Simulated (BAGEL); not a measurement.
# BH3S2 (SMILES SBS) at HF/3-21G (density fitting with qzvpp-jkfit)

Aim: the vertical electron affinity of BH3S2 at HF/3-21G (density fitting with qzvpp-jkfit), from 2 runs. 

Program for the calculation: BAGEL 1.2.2.

1 further run of the same task is left out (set aside as unsound or not needed). Runs told in other sessions of the task aren't counted.

## 1. The molecule

BH3S2: 6 atoms, total charge 0, spin state singlet. As SMILES, `SBS`. Geometry: relaxed at PBE0-D4/def2-TZVP. This is one conformer, not always the lowest.

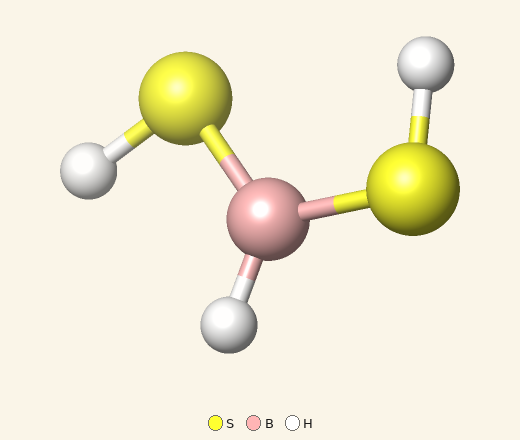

Viewed from a chosen angle; sulfur yellow, boron pink, hydrogen white.

## 2. The energy at HF/3-21G (density fitting with qzvpp-jkfit)

hf.json reads:

```json
{ "bagel" : [

{
  "title" : "molecule",
  "basis" : "3-21g",
  "df_basis" : "qzvpp-jkfit",
  "angstrom" : true,
  "geometry" : [
    { "atom" : "S", "xyz" : [      -0.819900,      -0.605200,      -1.516500 ] },
    { "atom" : "B", "xyz" : [       0.091400,      -0.453600,       0.008900 ] },
    { "atom" : "S", "xyz" : [       0.333100,       1.114800,       0.829800 ] },
    { "atom" : "H", "xyz" : [      -1.145600,       0.688100,      -1.694600 ] },
    { "atom" : "H", "xyz" : [       0.535500,      -1.462200,       0.457500 ] },
    { "atom" : "H", "xyz" : [       1.047600,       0.654100,       1.868800 ] }
  ]
},

{
  "title" : "hf"
},

{
  "title" : "print",
  "file" : "orbitals.molden",
  "orbitals" : true
}

]}
```

Started as:

```console
BAGEL_NUM_THREADS=1 BAGEL hf.json > hf.out
```

Log:

```text
* using 1 threads per process

  ===============================================================
  ===============================================================

  *** Geometry ***

  { "atom" : "S", "xyz" : [     -1.549386,     -1.143662,     -2.865770 ] },
  { "atom" : "B", "xyz" : [      0.172721,     -0.857180,      0.016819 ] },
  { "atom" : "S", "xyz" : [      0.629468,      2.106667,      1.568095 ] },
  { "atom" : "H", "xyz" : [     -2.164870,      1.300321,     -3.202330 ] },
  { "atom" : "H", "xyz" : [      1.011948,     -2.763158,      0.864550 ] },
  { "atom" : "H", "xyz" : [      1.979677,      1.236070,      3.531520 ] },

  Number of auxiliary basis functions:      385

  Since a DF basis is specified, we compute 2- and 3-index integrals:
    o Being stored without compression. Storage requirement is 0.005 GB

  Number of basis functions:       41
  Number of electrons      :       40

    * METHOD: MOLECULE                             0.07

  *** RHF ***

  === Nuclear Repulsion ===
   119.7687152675

      * DIIS with orbital gradients will be used.

  === RHF iteration (3-21g) ===
      0       -817.39205961          0.01270099           0.01
      1       -817.43371786          0.00361347           0.01
      2       -817.43699697          0.00118519           0.01
      3       -817.43744846          0.00019715           0.01
      4       -817.43746767          0.00004760           0.01
      5       -817.43746891          0.00001535           0.01
      6       -817.43746904          0.00000393           0.01
      7       -817.43746905          0.00000080           0.01
      8       -817.43746905          0.00000022           0.01
      9       -817.43746905          0.00000006           0.01
     10       -817.43746905          0.00000002           0.01
     11       -817.43746905          0.00000000           0.01
    * SCF iteration converged.

    * Permanent dipole moment:
           (   -0.280346,    -0.035061,    -0.466419) a.u.

    * METHOD: HF                                   0.20

    * METHOD: PRINT                                0.00

  ===============================================================
```

Wall time 0.48 s (1 thread of AMD EPYC 9R45 (Zen 5), shared host).

## 3. The doublet anion at the same level

job.json reads:

```json
{ "bagel": [

{
  "title": "molecule",
  "basis": "3-21g",
  "df_basis": "qzvpp-jkfit",
  "angstrom": true,
  "geometry": [
    { "atom": "S", "xyz": [   -0.819900,   -0.605200,   -1.516500 ] },
    { "atom": "B", "xyz": [    0.091400,   -0.453600,    0.008900 ] },
    { "atom": "S", "xyz": [    0.333100,    1.114800,    0.829800 ] },
    { "atom": "H", "xyz": [   -1.145600,    0.688100,   -1.694600 ] },
    { "atom": "H", "xyz": [    0.535500,   -1.462200,    0.457500 ] },
    { "atom": "H", "xyz": [    1.047600,    0.654100,    1.868800 ] }
  ]
},
{
  "title": "uhf",
  "charge": -1,
  "nopen": 1
},
{
  "title": "print",
  "file": "orbitals.molden",
  "orbitals": true
}

]}
```

Started as:

```console
BAGEL_NUM_THREADS=1 BAGEL job.json > job.out
```

Log:

```text
* using 1 threads per process

  ===============================================================
  ===============================================================

  *** Geometry ***

  { "atom" : "S", "xyz" : [     -1.549386,     -1.143662,     -2.865770 ] },
  { "atom" : "B", "xyz" : [      0.172721,     -0.857180,      0.016819 ] },
  { "atom" : "S", "xyz" : [      0.629468,      2.106667,      1.568095 ] },
  { "atom" : "H", "xyz" : [     -2.164870,      1.300321,     -3.202330 ] },
  { "atom" : "H", "xyz" : [      1.011948,     -2.763158,      0.864550 ] },
  { "atom" : "H", "xyz" : [      1.979677,      1.236070,      3.531520 ] },

  Number of auxiliary basis functions:      385

  Since a DF basis is specified, we compute 2- and 3-index integrals:
    o Being stored without compression. Storage requirement is 0.005 GB

  Number of basis functions:       41
  Number of electrons      :       40

    * METHOD: MOLECULE                             0.07

  *** Open-shell HF ***

  === Nuclear Repulsion ===
   119.7687152675

      * DIIS with orbital gradients will be used.

  === UHF iteration (3-21g) ===
      0       -817.31273661          0.02966666           0.02
      1       -817.37248025          0.00651406           0.02
      2       -817.37763055          0.00232679           0.02
      3       -817.37832932          0.00064407           0.02
      4       -817.37855883          0.00014548           0.02
      5       -817.37860538          0.00004339           0.02
      6       -817.37861563          0.00001623           0.02
      7       -817.37861809          0.00000578           0.02
      8       -817.37861889          0.00000114           0.02
      9       -817.37861896          0.00000047           0.02
     10       -817.37861898          0.00000013           0.03
     11       -817.37861899          0.00000007           0.03
     12       -817.37861899          0.00000003           0.02
     13       -817.37861899          0.00000001           0.02
     14       -817.37861899          0.00000000           0.03
    * SCF iteration converged.

    * S^2 (UHF) is 0.7638

    * Permanent dipole moment:
           (    0.006486,    -0.574149,    -0.146223) a.u.

    * METHOD: UHF                                  0.41

    * METHOD: PRINT                                0.00

  ===============================================================
```

Run time: 0.7 s. Hardware: 1 thread of AMD EPYC 9R45 (Zen 5), shared host.

## 4. Outcome

Level: HF/3-21G (density fitting with qzvpp-jkfit).

```
                                         quantity          value
                      singlet BH3S2: total energy  -817.43747 Eh
                     singlet BH3S2: dipole moment         1.39 D
                       singlet BH3S2: HOMO energy      -10.48 eV
                       singlet BH3S2: LUMO energy        2.56 eV
                     singlet BH3S2: HOMO–LUMO gap       13.05 eV
                      doublet anion: total energy  -817.37862 Eh
                              doublet anion: ⟨S²⟩          0.764
vertical electron affinity (to the doublet anion)      -1.601 eV
```

In words: The anion lies 1.60 eV (155 kJ/mol) above the neutral: the electron isn't bound at this level, and such a value depends on the basis. Without diffuse functions anions come out too high. Hartree–Fock misses the correlation that binds many anions.
